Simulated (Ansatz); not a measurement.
# GeH₅SSi radical: geometry and vibrations

What shape does GeH₅SSi radical take? The plan is to relax it, check the end point by its vibrations and derive ideal-gas thermochemistry, and look at its orbitals and charge.

Program: Ansatz 0.2.0, Gaussian basis. Level of theory: UKS PBE0-D4/def2-TZVP. These are calculated values, not measurements.

Levels to be run: relaxation at PBE-D4/def2-SVP; relaxation at PBE0-D4/def2-TZVP; harmonic vibrations at the same level; a single point in def2-TZVPP for the fields.

## Step 1: The system as given

SMILES `[SiH2][S][GeH3]`, 8 atoms, charge 0, spin multiplicity 2.

Atoms are counted from 1 here; the program's logs count them from 0.

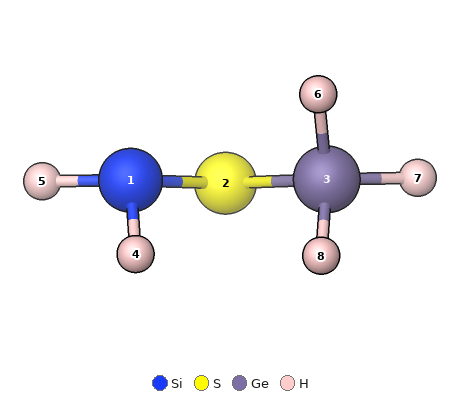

The starting geometry (silicon blue, sulfur yellow, germanium purple, hydrogen pink); atoms are numbered from 1 in the order of the file.

The start is a force-field geometry with small random shifts, so a cheaper pass at PBE-D4/def2-SVP comes first.

## Step 2: Relaxation at PBE-D4/def2-SVP (cheap first pass)

Contents of in.yaml:

```yaml
crystal:
  periodic: [false, false, false]
  atoms:
    - {symbol: Si, position_ang: [-0.805900, 1.371900, -0.596700]}
    - {symbol: S, position_ang: [1.065700, 0.511200, -0.914900]}
    - {symbol: Ge, position_ang: [0.687800, -0.977900, 0.679100]}
    - {symbol: H, position_ang: [-1.836300, 0.439400, -0.878700]}
    - {symbol: H, position_ang: [-1.008400, 2.549300, -1.542000]}
    - {symbol: H, position_ang: [0.485300, -0.232900, 2.038500]}
    - {symbol: H, position_ang: [1.988100, -1.897800, 0.821600]}
    - {symbol: H, position_ang: [-0.484000, -1.820300, 0.337500]}
basis:
  gaussian: {orbitals: def2-SVP}
magnetization: {spin_polarized: true, initial_magnetization: 1}
hamiltonian: {xc: pbe, dispersion: d4}
relax: {f_tol: 0.03, max_steps: 200}
```

On the command line:

```sh
$ ansatz run in.yaml --threads 4 --pin off --events-out ev --progress --plain --max-ram 10444MiB
```

The log of the run (excerpt; [...] marks lines left out):

```text
Functional definition: PBE
  name "PBE"
  cite "Perdew, Burke & Ernzerhof, Phys. Rev. Lett. 77, 3865 (1996) doi:10.1103/PhysRevLett.77.3865"
  parent pbe
[...]
1042 factors; their error is unknown
[...]
mean field -75281.41890602 eV, -2766.5411172179 hartree, gradient 1.9e-5 eV, S^2 0.751770; 0 other end points of the search recorded, 0 dependent functions left out
[...]
reference -75281.41894254 eV, -2766.5411185600 hartree; 34, 33 occupied and 59, 60 virtual orbitals, 1042 factors
relax step   1: F+E_penalty+E_count = -75281.63341734 eV  Δ(F+E_penalty+E_count) = +0.000e0 eV  max|allowed force component| = 2.049e0 eV/Å  Δτ_max = 0.0000 Å  (28 SCF iters, accepted)
[...]
relax step   3: F+E_penalty+E_count = -75281.82733034 eV  Δ(F+E_penalty+E_count) = +3.842e-2 eV  max|allowed force component| = 7.334e-1 eV/Å  Δτ_max = 0.1836 Å  (31 SCF iters, rejected (line search))
[...]
relax step   5: F+E_penalty+E_count = -75281.89853915 eV  Δ(F+E_penalty+E_count) = -1.890e-3 eV  max|allowed force component| = 5.483e-2 eV/Å  Δτ_max = 0.0203 Å  (30 SCF iters, accepted)
[...]
relax step   7: F+E_penalty+E_count = -75281.90197714 eV  Δ(F+E_penalty+E_count) = -7.315e-4 eV  max|allowed force component| = 5.205e-2 eV/Å  Δτ_max = 0.0652 Å  (30 SCF iters, accepted)
[...]
relax step   8: F+E_penalty+E_count = -75281.90197575 eV  Δ(F+E_penalty+E_count) = +1.398e-6 eV  max|allowed force component| = 2.717e-2 eV/Å  Δτ_max = 0.0218 Å  (30 SCF iters, rejected (line search))
[...]
relax step   9: F+E_penalty+E_count = -75281.90218359 eV  Δ(F+E_penalty+E_count) = -2.064e-4 eV  max|allowed force component| = 3.875e-3 eV/Å  Δτ_max = 0.0072 Å  (25 SCF iters, accepted)
1042 factors; their error is unknown
mean field -75281.69435721 eV, -2766.5512398625 hartree, gradient 1.0e-5 eV, S^2 0.751677; 1 other end points of the search recorded, 0 dependent functions left out
[...]
reference -75281.69439352 eV, -2766.5512411968 hartree; 34, 33 occupied and 59, 60 virtual orbitals, 1042 factors
Total energy: -75281.90221990 eV, -2766.5588786751 hartree
Atom 0 at    -0.889036     1.531480    -0.660594 Å, force    -0.001825     0.000405    -0.000689 eV/Å
Atom 1 at     1.058117     0.608585    -0.759655 Å, force     0.002767    -0.001076     0.001313 eV/Å
Atom 2 at     0.745785    -1.034369     0.760767 Å, force     0.001958     0.000230    -0.000565 eV/Å
Atom 3 at    -1.986194     0.500434    -0.823887 Å, force    -0.003404    -0.002270     0.001420 eV/Å
Atom 4 at    -0.931186     2.513411    -1.804892 Å, force     0.000850     0.003875    -0.002360 eV/Å
Atom 5 at     0.530519    -0.419041     2.166442 Å, force    -0.000793    -0.000368     0.000448 eV/Å
Atom 6 at     2.046412    -1.870008     0.714945 Å, force     0.000588    -0.001172    -0.000186 eV/Å
Atom 7 at    -0.482116    -1.887591     0.351274 Å, force    -0.000141     0.000376     0.000620 eV/Å
Dipole moment:    -0.090301    -0.190329     0.177785 e Å
```

It took 4.7 s on 4 threads of AMD EPYC 9R45, shared host.

Step by step: (the energy doesn't fall at every step)

```tsv
step	energy from step 1 (eV)	largest force component (eV/Å)
1	0.0000	2.0493
2	-0.2323	0.4922
3	-0.1939	0.7333
4	-0.2632	0.1249
5	-0.2651	0.0548
6	-0.2678	0.0332
7	-0.2686	0.0520
8	-0.2686	0.0272
9	-0.2688	0.0039
```

The force was under the threshold of 0.03 eV/Å already at step 8, but the program went on to step 9.

Distances of close pairs at the start and the end, largest changes first:

```tsv
bond	before (Å)	after (Å)	change (Å)
Si1–H4	1.418	1.514	+0.096
Si1–S2	2.084	2.157	+0.073
Ge3–H8	1.483	1.550	+0.067
Ge3–H7	1.599	1.547	-0.053
S2–Ge3	2.214	2.260	+0.046
Si1–H5	1.523	1.508	-0.015
Ge3–H6	1.563	1.549	-0.014
```

## Step 3: Geometry optimisation, PBE0-D4/def2-TZVP

Contents of in.yaml:

```yaml
crystal:
  periodic: [false, false, false]
  atoms:
    - {symbol: Si, position_ang: [-0.889036, 1.531480, -0.660594]}
    - {symbol: S, position_ang: [1.058117, 0.608585, -0.759655]}
    - {symbol: Ge, position_ang: [0.745785, -1.034369, 0.760767]}
    - {symbol: H, position_ang: [-1.986194, 0.500434, -0.823887]}
    - {symbol: H, position_ang: [-0.931186, 2.513411, -1.804892]}
    - {symbol: H, position_ang: [0.530519, -0.419041, 2.166442]}
    - {symbol: H, position_ang: [2.046412, -1.870008, 0.714945]}
    - {symbol: H, position_ang: [-0.482116, -1.887591, 0.351274]}
basis:
  gaussian: {orbitals: def2-TZVP}
magnetization: {spin_polarized: true, initial_magnetization: 1}
hamiltonian: {xc: pbe0, dispersion: d4}
relax: {f_tol: 0.005, max_steps: 150}
```

Launched as before.

The log of the run (excerpt; [...] marks lines left out):

```text
Functional definition: PBE0
  name "PBE0"
  cite "Adamo & Barone, J. Chem. Phys. 110, 6158 (1999) doi:10.1063/1.478522"
  cite "Perdew, Burke & Ernzerhof, Phys. Rev. Lett. 77, 3865 (1996) doi:10.1103/PhysRevLett.77.3865"
  parent pbe
[...]
1160 factors; their error is unknown
[...]
mean field -75298.72893148 eV, -2767.1772489203 hartree, gradient 4.9e-5 eV, S^2 0.753334; 0 other end points of the search recorded, 0 dependent functions left out
[...]
reference -75298.72896453 eV, -2767.1772501347 hartree; 34, 33 occupied and 118, 119 virtual orbitals, 1160 factors
relax step   1: F+E_penalty+E_count = -75298.90582378 eV  Δ(F+E_penalty+E_count) = +0.000e0 eV  max|allowed force component| = 4.842e-1 eV/Å  Δτ_max = 0.0000 Å  (29 SCF iters, accepted)
[...]
reference -75298.75480069 eV, -2767.1781995962 hartree; 34, 33 occupied and 118, 119 virtual orbitals, 1160 factors
Total energy: -75298.93318875 eV, -2767.1847552366 hartree
Atom 0 at    -0.878028     1.488249    -0.661991 Å, force    -0.002293    -0.000061    -0.002867 eV/Å
Atom 1 at     1.044624     0.591073    -0.762468 Å, force     0.000887     0.000544     0.000899 eV/Å
Atom 2 at     0.739675    -1.018409     0.752530 Å, force     0.000700     0.000073    -0.000189 eV/Å
Atom 3 at    -1.958602     0.475678    -0.855704 Å, force     0.002011     0.001013     0.000369 eV/Å
Atom 4 at    -0.926320     2.513676    -1.739977 Å, force    -0.000624    -0.001898     0.001868 eV/Å
Atom 5 at     0.538864    -0.391747     2.139255 Å, force     0.000306     0.000019     0.000275 eV/Å
Atom 6 at     2.019515    -1.860524     0.710061 Å, force    -0.000623    -0.001121    -0.000149 eV/Å
Atom 7 at    -0.487427    -1.855094     0.362694 Å, force    -0.000364     0.001432    -0.000206 eV/Å
Dipole moment:    -0.081892    -0.171231     0.171201 e Å
```

Run time: 10 s. Hardware: 4 threads of AMD EPYC 9R45, shared host; peak memory 0.55 GiB.

Along the way:

```tsv
step	energy from step 1 (eV)	largest force component (eV/Å)
1	0.0000	0.4843
2	-0.0260	0.1055
3	-0.0271	0.0127
4	-0.0272	0.0055
5	-0.0272	0.0164
6	-0.0273	0.0124
7	-0.0273	0.0054
8	-0.0273	0.0029
```

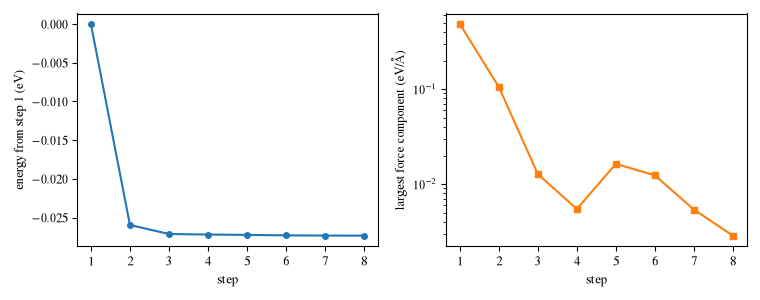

Energy and largest force along the relaxation.

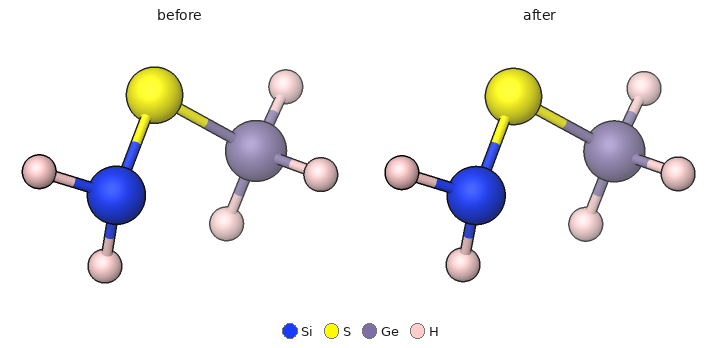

The geometry before (left) and after (right).

Distances of close pairs at the start and the end, largest changes first:

```tsv
bond	before (Å)	after (Å)	change (Å)
Si1–S2	2.157	2.124	-0.033
S2–Ge3	2.260	2.231	-0.029
Si1–H4	1.514	1.493	-0.021
Si1–H5	1.508	1.489	-0.020
Ge3–H8	1.550	1.536	-0.015
Ge3–H6	1.549	1.535	-0.015
Ge3–H7	1.547	1.533	-0.014
```

Mulliken charges of the relaxed molecule (report file):

```tsv
atom	value (e)
Si1	0.08
S2	-0.31
Ge3	0.13
H4	0.00
H5	0.01
H6	0.03
H7	0.04
H8	0.03
```

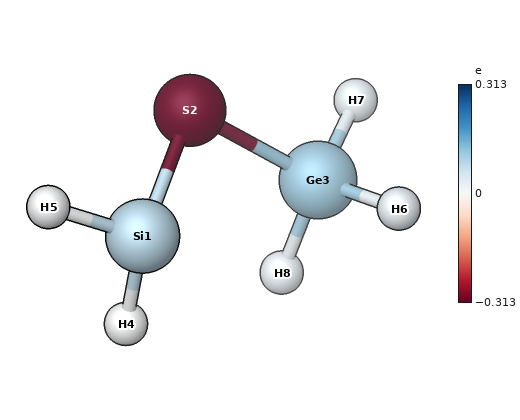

Mulliken charges of the relaxed molecule (report file), as colours on the atoms.

## Step 4: Vibrations by finite differences

Contents of in.yaml:

```yaml
crystal:
  periodic: [false, false, false]
  atoms:
    - {symbol: Si, position_ang: [-0.878028, 1.488249, -0.661991]}
    - {symbol: S, position_ang: [1.044624, 0.591073, -0.762468]}
    - {symbol: Ge, position_ang: [0.739675, -1.018409, 0.752530]}
    - {symbol: H, position_ang: [-1.958602, 0.475678, -0.855704]}
    - {symbol: H, position_ang: [-0.926320, 2.513676, -1.739977]}
    - {symbol: H, position_ang: [0.538864, -0.391747, 2.139255]}
    - {symbol: H, position_ang: [2.019515, -1.860524, 0.710061]}
    - {symbol: H, position_ang: [-0.487427, -1.855094, 0.362694]}
basis:
  gaussian: {orbitals: def2-TZVP}
magnetization: {spin_polarized: true, initial_magnetization: 1}
hamiltonian: {xc: pbe0, dispersion: d4}
phonons: {temperatures: {t_min: 298.15, t_max: 900, t_step: 200}}
```

Same command.

The log of the run (excerpt; [...] marks lines left out):

```text
Functional definition: PBE0
  name "PBE0"
  cite "Adamo & Barone, J. Chem. Phys. 110, 6158 (1999) doi:10.1063/1.478522"
  cite "Perdew, Burke & Ernzerhof, Phys. Rev. Lett. 77, 3865 (1996) doi:10.1103/PhysRevLett.77.3865"
  parent pbe
[...]
1160 factors; their error is unknown
[...]
mean field -75298.75476741 eV, -2767.1781983732 hartree, gradient 4.5e-5 eV, S^2 0.753303; 0 other end points of the search recorded, 0 dependent functions left out
[...]
reference -75298.75480022 eV, -2767.1781995790 hartree; 34, 33 occupied and 118, 119 virtual orbitals, 1160 factors
[...]
1160 factors; their error is unknown
mean field -75298.75466928 eV, -2767.1781947668 hartree, gradient 1.1e-6 eV, S^2 0.753302; 0 other end points of the search recorded, 0 dependent functions left out
[...]
reference -75298.75470208 eV, -2767.1781959724 hartree; 34, 33 occupied and 118, 119 virtual orbitals, 1160 factors
[...]
Atom 0 at    -0.878028     1.488249    -0.661991 Å, force    -0.002300    -0.000073    -0.002860 eV/Å
Atom 1 at     1.044624     0.591073    -0.762468 Å, force     0.000887     0.000547     0.000903 eV/Å
Atom 2 at     0.739675    -1.018409     0.752530 Å, force     0.000712     0.000072    -0.000189 eV/Å
Atom 3 at    -1.958602     0.475678    -0.855704 Å, force     0.002019     0.001017     0.000369 eV/Å
Atom 4 at    -0.926320     2.513676    -1.739977 Å, force    -0.000626    -0.001893     0.001859 eV/Å
Atom 5 at     0.538864    -0.391747     2.139255 Å, force     0.000307     0.000019     0.000274 eV/Å
Atom 6 at     2.019515    -1.860524     0.710061 Å, force    -0.000629    -0.001120    -0.000147 eV/Å
Atom 7 at    -0.487427    -1.855094     0.362694 Å, force    -0.000369     0.001432    -0.000210 eV/Å
Dipole moment:    -0.081892    -0.171230     0.171202 e Å
Vibrations: 25.52 115.02 123.17 395.10 513.53 563.65 568.40 643.39 674.26 828.25 866.29 875.33 902.02 2158.24 2165.30 2166.71 2181.91 2213.51 cm⁻¹, zero-point energy 1.114593 eV
```

Wall time 35 s (4 threads of AMD EPYC 9R45, shared host); peak memory 0.56 GiB.

Motions are named by where the mode's potential energy lies. The modes, unscaled (a negative number is an imaginary wavenumber):

```tsv
mode	cm⁻¹	motion
1	26	torsion
2	115	bend
3	123	torsion
4	395	Ge–S stretch
5	514	Si–S stretch
6	564	bend
7	568	bend
8	643	bend
9	674	bend with torsion
10	828	bend
11	866	bend
12	875	bend
13	902	bend
14	2158	Ge–H stretch
15	2165	Ge–H stretch
16	2167	Si–H and Ge–H stretch
17	2182	Ge–H stretch
18	2214	Si–H stretch
```

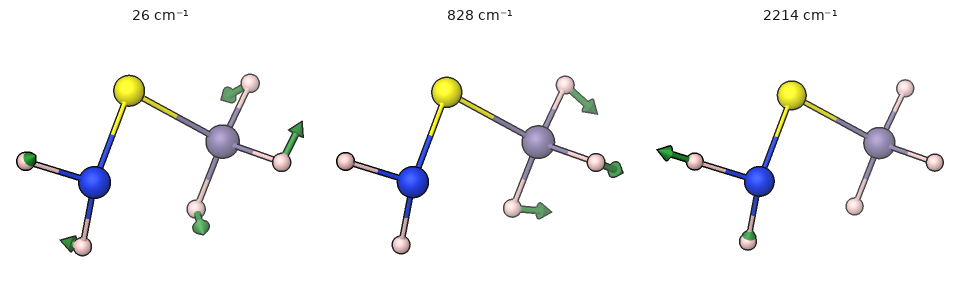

Displacements of 3 modes, as arrows.

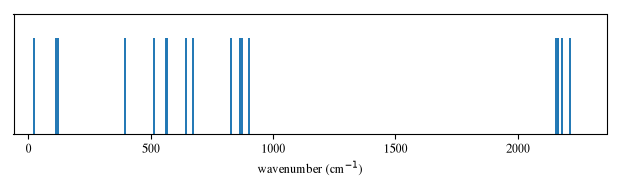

The harmonic wavenumbers as sticks (no intensities were computed).

From these modes and the moments of inertia (298.15 K, 1 bar, symmetry number 1):

```tsv
term	value
zero-point energy	107.5 kJ/mol
H(298) − E	127.1 kJ/mol
entropy, electronic degeneracy	5.8 J/(mol K)
entropy, translation	170.3 J/(mol K)
entropy, rotation	112.3 J/(mol K)
entropy, vibration	68.5 J/(mol K)
entropy, total	356.9 J/(mol K)
```

## Step 5: A single point for the fields

Changes to in.yaml since step 4:

```diff
@@ -12,5 +12,5 @@
 basis:
-  gaussian: {orbitals: def2-TZVP}
+  gaussian: {orbitals: def2-TZVPP}
 magnetization: {spin_polarized: true, initial_magnetization: 1}
 hamiltonian: {xc: pbe0, dispersion: d4}
-phonons: {temperatures: {t_min: 298.15, t_max: 900, t_step: 200}}
+output: {orbitals: {seedname: orbitals}}
```

The command is unchanged.

The log of the run:

```text
Functional definition: PBE0
  name "PBE0"
  cite "Adamo & Barone, J. Chem. Phys. 110, 6158 (1999) doi:10.1063/1.478522"
  cite "Perdew, Burke & Ernzerhof, Phys. Rev. Lett. 77, 3865 (1996) doi:10.1103/PhysRevLett.77.3865"
  parent pbe
  parameter a = 0.25
  parameter kappa = 0.804
  parameter beta = 0.06672455060314922
  exchange = (1 - a)*pbe_x(kappa = kappa, mu = beta*pi^2/3) + a*exact_x
  correlation = pbe_c(beta = beta)
1302 factors; their error is unknown
mean field evaluation 1: about -75297.6868 eV, gradient 1.5e1 eV
mean field evaluation 2: about -75297.8893 eV, gradient 1.6e1 eV
mean field evaluation 4: about -75298.4850 eV, gradient 7.2e-1 eV
mean field evaluation 8: about -75298.7844 eV, gradient 1.4e-1 eV
mean field evaluation 16: about -75298.7845 eV, gradient 4.3e-5 eV
mean field -75298.78452933 eV, -2767.1792921035 hartree, gradient 4.3e-5 eV, S^2 0.753367; 0 other end points of the search recorded, 0 dependent functions left out
reference -75298.78456196 eV, -2767.1792933027 hartree; 34, 33 occupied and 168, 169 virtual orbitals, 1302 factors
Total energy: -75298.96295002 eV, -2767.1858489429 hartree
```

It took 1.5 s on 4 threads of AMD EPYC 9R45, shared host; peak memory 0.77 GiB.

The fields below are evaluated on a grid from the run's orbitals.

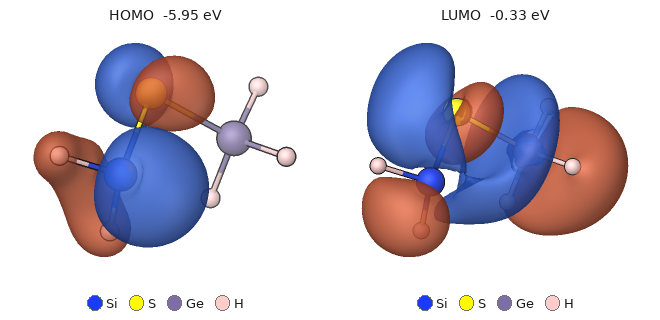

PBE0-D4/def2-TZVPP orbitals (alpha spin) near the gap, drawn at the value that encloses 70 % of each; the two colours are the two signs.

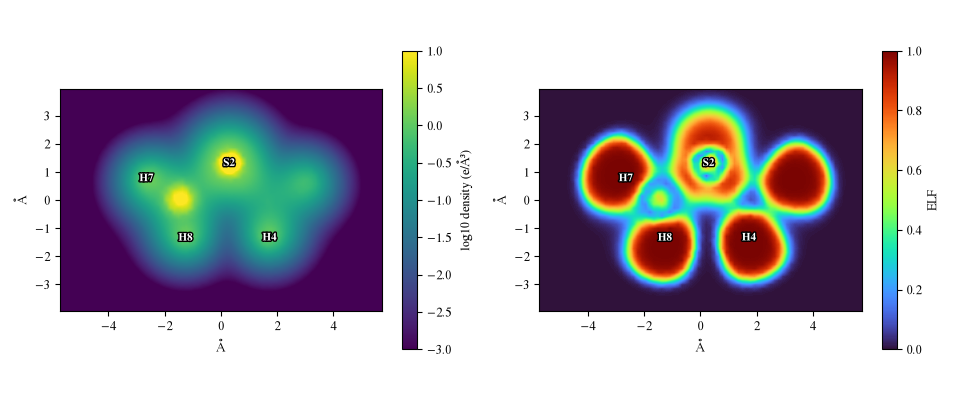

Density (left) and ELF (right) in a plane through or near 4 of the atoms.

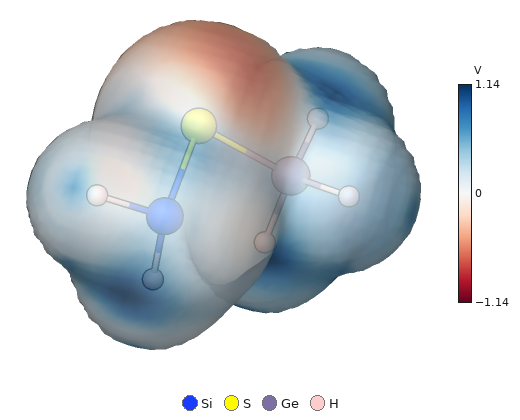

Electrostatic potential on the surface of density 0.002 e/bohr³; red is low, blue high. It runs from -0.57 V near S2 to 1.14 V near H7.

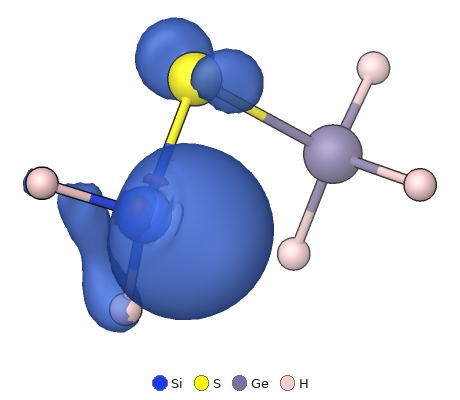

Spin density at ±0.04 e/Å³ (alpha excess blue, beta excess red).

## Step 6: Outcome

| quantity | value |
| --- | --- |
| point group | C1 |
| steps | 9 + 8 |
| shift from the start (rms) | 0.151 Å |
| total energy | -75298.9332 eV |
| dispersion term | -178 meV |
| dipole moment | 1.23 D |
| lowest, highest wavenumber | 26, 2214 cm⁻¹ |
| zero-point energy | 107.5 kJ/mol |
| entropy at 298.15 K | 356.9 J/(mol K) |
| HOMO, LUMO (alpha spin) | -5.95, -0.33 eV |

What this shows: The atoms moved 0.15 Å (rms) from the start; the bond that changed most is Si1–H4, from 1.418 to 1.493 Å. All wavenumbers are real, so the end point is a minimum. The stiffest mode, 2214 cm⁻¹, is an Si–H stretch, and 3 modes under 200 cm⁻¹ make the vibrational entropy uncertain. Harmonic hybrid wavenumbers usually lie a few per cent above measured fundamentals. The largest Mulliken charge, -0.31 e, sits on S2. The alpha HOMO lies mostly on Si1 53 %; S2 25 % and the LUMO on S2 27 %; Ge3 18 %. The unpaired spin sits mainly on Si1 64 %; S2 14 %.
